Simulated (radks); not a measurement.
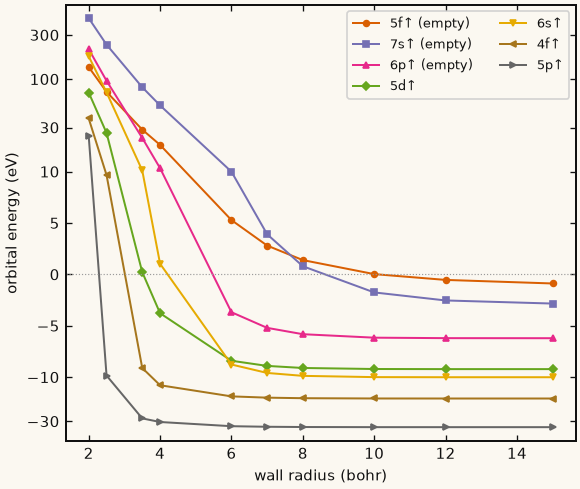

Gd⁺ (Z = 64, 63 electrons); electrons: [Xe] 4f7 5d1 6s1 (high spin). It is put inside a hard spherical wall of varying radius. All numbers are computed, not measured: scalar-relativistic Kohn-Sham, LDA (Slater exchange, Perdew-Wang correlation), spin-polarised, spherical densities, finite nucleus (the in-house radial solver radks). The plot shows the outer orbital energies (spin up), on a scale that is linear within ±10 eV and logarithmic beyond.

Question: How do the levels move, and do any cross?

Answer: The levels rise as the wall closes in: 5d↑ goes from −9.21 eV at 15 bohr to 71.7 eV at 2 bohr and passes zero between 4 and 3.5 bohr. On compression 5f↑ drops below 7s↑ between 8 and 7 bohr, 5f↑ drops below 6p↑ between 3.5 and 2.5 bohr, 5f↑ drops below 6s↑ between 2.5 and 2 bohr and 5d↑ drops below 6s↑ between 6 and 4 bohr; in each crossing pair the level of higher l rises less. The fastest to rise is 7s↑ (by 459.7 eV), the slowest 4f↑ (by 54.6 eV): the wall presses hardest on the most extended orbitals.
